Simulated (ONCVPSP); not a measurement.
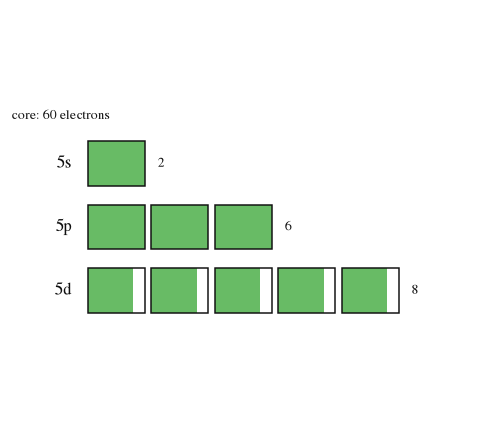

*The valence shells of the reference configuration: a box for each of the 2l + 1 orbitals, shaded by the share of the shell that is filled, with the electron count at the right.*

**Pt: pseudopotential generation**

System: platinum (Pt, Z = 78), core [Kr] 4d10 4f14, reference valence 5s2 5p6 5d8 (an ion of charge +2), valence charge 18.
Method: ONCV potential, PBEsol, non-relativistic, made with ONCVPSP 4.0.1.

## Summary

- outcome: generated
- cutoffs needed: 32 Ha and 37 Ha (the cutoffs at which the residual kinetic energy of the hardest occupied pseudo-wave falls to 1 and 0.1 mHa per electron)
- ghost test: no bound ghost flagged; GHOST(+) flagged for d at -15.7 eV
- configuration tests: 2 of 4 tests not solved
- rms error of d²Exc/dni dnj: 7.15 mHa without and 2.76 mHa with the model core
- largest excitation error among the tests solved: +123 meV (all-electron minus pseudo) for 5s2 5p6 5d7
- range over which the phases arctan(r R′/R) at the test radius agree within 0.05 rad (a looser test near the poles than one of phase shifts): s: up to about -1.9 Ha; p: up to about 0.2 Ha; d: between about -1.3 and -0.8 Ha; f: not judged, local potential alone
- hardware: 1 CPU thread, shared host
- wall time: 5.6 s

## Remarks

Warnings of the program, in the generation or the tests: psatom: WARNING lschvkbb convergence error n,l,iter= 2 0 2.

## Input
```
# ATOM AND REFERENCE CONFIGURATION
# atsym  z   nc   nv     iexc    psfile
  Pt 78.00   10    3  -116133      upf
#
#   n    l    f
    1    0    2.00
    2    0    2.00
    2    1    6.00
    3    0    2.00
    3    1    6.00
    3    2   10.00
    4    0    2.00
    4    1    6.00
    4    2   10.00
    4    3   14.00
    5    0    2.00
    5    1    6.00
    5    2    8.00
#
# PSEUDOPOTENTIAL AND OPTIMIZATION
# lmax
    2
#
#   l,   rc,      ep,       ncon, nbas, qcut
    0    1.80    0.00    4    8    6.20
    1    1.65    0.00    5    9    9.50
    2    1.78    0.00    3    7    8.20
#
# LOCAL POTENTIAL
# lloc, lpopt,  rc(5),   dvloc0
    1    5    1.65    0.00
#
# VANDERBILT-KLEINMAN-BYLANDER PROJECTORs
# l, nproj, debl
    0    1    3.10
    1    0    1.80
    2    1    2.80
#
# MODEL CORE CHARGE
# icmod, fcfact, rcfact
    3    3.50    1.60
#
# LOG DERIVATIVE ANALYSIS
# epsh1, epsh2, depsh
   -5.00    5.00    0.04
#
# OUTPUT GRID
# rlmax, drl
    6.00    0.01
#
# TEST CONFIGURATIONS
# ncnf
    4
# nvcnf
#   n    l    f
    4
    5    0    2.00
    5    1    6.00
    5    2    9.00
    6    0    1.00
#
    3
    5    0    2.00
    5    1    6.00
    5    2    9.00
#
    3
    5    0    2.00
    5    1    6.00
    5    2    7.00
#
    4
    5    0    2.00
    5    1    6.00
    5    2    9.00
    6    0    0.50
#
```

The log's header says scalar-relativistic, as this program prints it for non-relativistic runs too.

Command:
```bash
oncvpspnr.x < Pt.dat > Pt.out
```

## The program's output (extracts)
```
ONCVPSP  (Optimized Norm-Conservinng Vanderbilt PSeudopotential)
scalar-relativistic version 4.0.1

#   n    l    f        energy (Ha)
    1    0    2.00    -2.6148894E+03
    2    0    2.00    -4.3574133E+02
    2    1    6.00    -4.1875119E+02
    3    0    2.00    -1.0205950E+02
    3    1    6.00    -9.4068525E+01
    3    2   10.00    -7.9148494E+01
    4    0    2.00    -2.1889636E+01
    4    1    6.00    -1.8464727E+01
    4    2   10.00    -1.2175190E+01
    4    3   14.00    -3.7839957E+00
    5    0    2.00    -3.6952536E+00
    5    1    6.00    -2.6247863E+00
    5    2    8.00    -9.7928462E-01

Reference configufation results
  iterations    22
  all-electron total energy (Ha)   -1.73294652D+04

Begin loop to  construct optimized pseudo wave functions
and semi-local pseudopoentials for all angular momenta

Calculating optimized projector #   1

 for l=   0

    Fraction of norm inside rc  0.971873
    Optimizing pswf for qcut=   6.21 a_B^-1,  ecut=  19.25 Ha
    Residual kinetic energy error=  2.80D-05 Ha

    Energy error per electron        Cutoff
         Ha          eV             Ha
         0.01000     0.27211       10.18
         0.00100     0.02721       14.53
         0.00010     0.00272       17.45
         0.00001     0.00027       36.88

Calculating optimized projector #   1

 for l=   1

    Fraction of norm inside rc  0.897464
    Optimizing pswf for qcut=   9.50 a_B^-1,  ecut=  45.11 Ha
    Residual kinetic energy error=  1.70D-06 Ha

    Energy error per electron        Cutoff
         Ha          eV             Ha
         0.01000     0.27211       24.08
         0.00100     0.02721       31.81
         0.00010     0.00272       37.14
         0.00001     0.00027       41.76

Calculating optimized projector #   1

 for l=   2

    Fraction of norm inside rc  0.716853
    Optimizing pswf for qcut=   8.20 a_B^-1,  ecut=  33.64 Ha
    Residual kinetic energy error=  3.43D-08 Ha

    Energy error per electron        Cutoff
         Ha          eV             Ha
         0.01000     0.27211       15.55
         0.00100     0.02721       20.17
         0.00010     0.00272       24.18
         0.00001     0.00027       27.41

Construct Vanderbilt / Kleinmman-Bylander projectors

Model core correction analysis
  based on d2Exc/dn_idn_j

d2excae - all-electron derivatives

   -2.652795D-02   -2.452029D-02   -1.614433D-02
   -2.452035D-02   -2.357927D-02   -1.742324D-02
   -1.614441D-02   -1.742325D-02   -1.892115D-02

d2excps - pseudofunction derivatives with no core correction

   -4.467483D-02   -3.037450D-02   -1.815664D-02
   -3.037534D-02   -2.951451D-02   -2.031143D-02
   -1.815686D-02   -2.031157D-02   -2.027693D-02

rms 2nd derivative error    7.146955E-03

rmatch, rhocmatch    0.8262   16.5168

Teter function model core charge with specified parameters

d2excps - pseudofunction derivatives with core correction

   -2.319263D-02   -2.034353D-02   -1.354641D-02
   -2.034351D-02   -2.135081D-02   -1.613093D-02
   -1.354637D-02   -1.613088D-02   -1.798456D-02

rms 2nd derivative error    2.762811E-03

Pseudoatom total energy -116.494782

Diagnostic tests using Vanderbilt-Kleinman-Bylander pseudopotentials
  1 or more projectors used as specified by nproj input data

   l    rcore       rmatch      e in        delta e   norm test  slope test

   0   1.8090016   1.8639268  -3.6952536   0.0000002   1.0000003   1.0000004

   1   1.6537477   1.7039590  -2.6247863   0.0000000   1.0000000   1.0000000

   2   1.7874874   1.8417594  -0.9792846  -0.0000021   1.0000196   1.0000163

 Testing for bound ghosts
   n   l    E NL Schr. Eq   E Basis Diag.   E Cutoff

   1   0       -3.695253       -3.695127     58.41

   3   2       -0.979287       -0.978861     57.72

 Testing for highly-localized positive-energy ghosts
       l    <radius>/rc     E Basis Diag.   E Cutoff

       2        0.462350       -0.576203     57.72  WARNING - GHOST(+)

Test configuration 0

   n   l     f        eae           eps        diff
   1   0  2.0000-2614.88940361
   2   0  2.0000 -435.74132993
   2   1  6.0000 -418.75119150
   3   0  2.0000 -102.05950313
   3   1  6.0000  -94.06852516
   3   2 10.0000  -79.14849403
   4   0  2.0000  -21.88963562
   4   1  6.0000  -18.46472662
   4   2 10.0000  -12.17519044
   4   3 14.0000   -3.78399572
   5   0  2.0000   -3.69525359   -3.69525338    2.07D-07
   5   1  6.0000   -2.62478631   -2.62478631    0.00D+00
   5   2  8.0000   -0.97928462   -0.97928675   -2.13D-06

    Total energies and differences
      AE_ref= -1.73294652D+04  AE_tst= -1.73294652D+04  dif=  0.00D+00
      PS_ref= -1.16494782D+02  PS_tst= -1.16494782D+02  dif=  3.11D-12
      PSP excitation error= -3.11D-12

Test configuration 1

psatom: WARNING lschvkbb convergence error n,l,iter=   2   0   2
ea(ii),et,emin,emax -3.821550E-01 -4.203705E-01 -4.203705E-01 -4.203705E-01
run_config: WARNING for fully non-local PS atom, stg. 2
 WARNING no output for configuration 2

Test configuration 2

   n   l     f        eae           eps        diff
   1   0  2.0000-2614.40622012
   2   0  2.0000 -435.25663564
   2   1  6.0000 -418.26652475
   3   0  2.0000 -101.57602568
   3   1  6.0000  -93.58500300
   3   2 10.0000  -78.66466414
   4   0  2.0000  -21.40686777
   4   1  6.0000  -17.98196066
   4   2 10.0000  -11.69241096
   4   3 14.0000   -3.30155758
   5   0  2.0000   -3.22179748   -3.23920499   -1.74D-02
   5   1  6.0000   -2.15664978   -2.16809442   -1.14D-02
   5   2  9.0000   -0.54381716   -0.54879297   -4.98D-03

    Total energies and differences
      AE_ref= -1.73294652D+04  AE_tst= -1.73302224D+04  dif= -7.57D-01
      PS_ref= -1.16494782D+02  PS_tst= -1.17254836D+02  dif= -7.60D-01
      PSP excitation error=  2.91D-03

Test configuration 3

   n   l     f        eae           eps        diff
   1   0  2.0000-2615.43539621
   2   0  2.0000 -436.28917167
   2   1  6.0000 -419.29910674
   3   0  2.0000 -102.60460951
   3   1  6.0000  -94.61374955
   3   2 10.0000  -79.69432766
   4   0  2.0000  -22.43293632
   4   1  6.0000  -19.00800619
   4   2 10.0000  -12.71844150
   4   3 14.0000   -4.32650325
   5   0  2.0000   -4.22173163   -4.19606821    2.57D-02
   5   1  6.0000   -3.14379340   -3.12553243    1.83D-02
   5   2  7.0000   -1.46172714   -1.45191695    9.81D-03

    Total energies and differences
      AE_ref= -1.73294652D+04  AE_tst= -1.73282482D+04  dif=  1.22D+00
      PS_ref= -1.16494782D+02  PS_tst= -1.15282290D+02  dif=  1.21D+00
      PSP excitation error=  4.52D-03

Test configuration 4

psatom: WARNING lschvkbb convergence error n,l,iter=   2   0   2
ea(ii),et,emin,emax -3.821550E-01 -4.203705E-01 -4.203705E-01 -4.203705E-01
run_config: WARNING for fully non-local PS atom, stg. 2
 WARNING no output for configuration 5
```

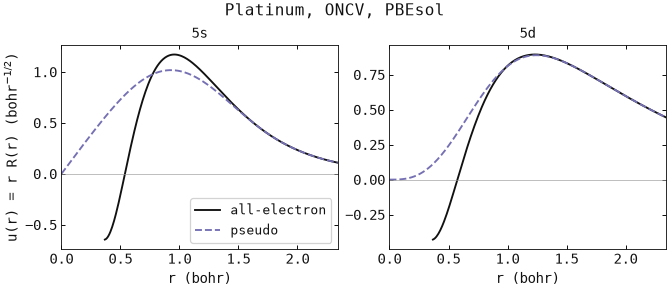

*Partial waves u(r) = r R(r), all-electron (solid) and pseudo (dashed). The innermost oscillations of some all-electron curves aren't drawn. Reference configuration 5s2 5p6 5d8.*

- Matching radii: 5s at 1.80 bohr; 5d at 1.78 bohr. The curves merge smoothly, so the plot gives these only roughly.
- Nodes of the pseudo-waves: 5s has no node; 5d has no node.

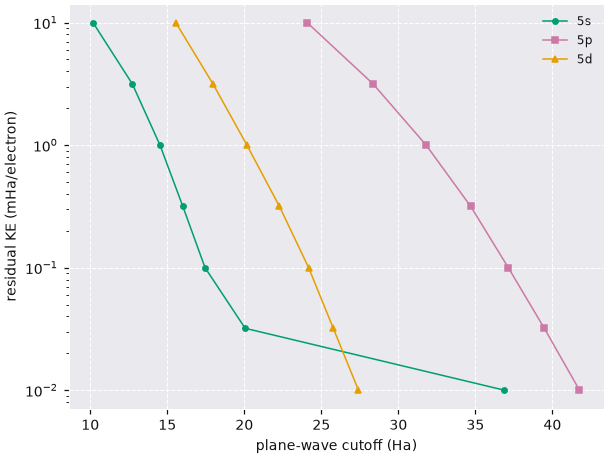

*Residual kinetic energy of the pseudo-waves (the first of each channel, and further valence shells) beyond the plane-wave cutoff, as the generator prints it.*

- Cutoffs for 1 mHa per electron: 5p: 32 Ha; 5d: 20 Ha; 5s: 15 Ha.
- Cutoffs for the occupied states: 32 Ha for 1 mHa and 37 Ha for 0.1 mHa per electron. The first is set by 5p.
- Hardest wave at 1 mHa per electron: 5p, with rc = 1.65 bohr and qcut = 9.5 1/bohr. The optimisation minimises, but can't always remove, the kinetic energy above qcut²/2 = 45.1 Ha, and a larger rc would as a rule soften the wave at some cost in transferability.

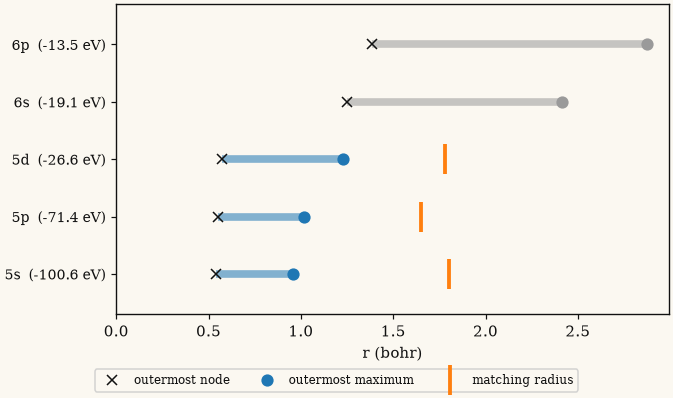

*Outer shells of the all-electron reference atom: each bar runs from the outermost node (or the nucleus) to the outermost maximum of u(r); the tick is the radius chosen for the pseudo-wave. Shells without a tick have no pseudo-wave of their own. Levels, nodes and maxima are from ld1.x, non-relativistic.*

- Radii against the shells: 5s: 1.80 bohr, outside the maximum; 5p: 1.65 bohr, outside the maximum; 5d: 1.78 bohr, outside the maximum.

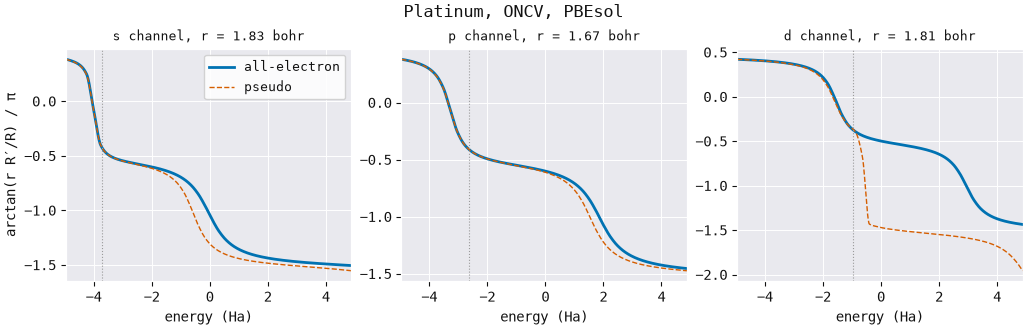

*Unwrapped phase arctan(r R′/R) in units of π against energy, all-electron (solid) and pseudo (dashed); the pseudo phase is matched to the all-electron one at the reference energy. Here R(r) is the radial function. A near-vertical step is a level narrower than the spacing of the points behind the curves. The dotted line marks the reference energy of the channel. Not drawn: f: not judged.*

- Ghost states: Going away from the reference energies, the phases part by more than π/2 in: d at about -0.5 Ha (above its reference energy, pseudo phase lower, at the flagged ghost). Such a step is either a state that only one of the two atoms has or an ordinary level shifted in energy. The separate test gives: no bound ghost flagged; GHOST(+) flagged for d at -15.7 eV.
- Range over which the phases agree within 0.05 rad: s: up to about -1.9 Ha; p: up to about 0.2 Ha; d: between about -1.3 and -0.8 Ha.
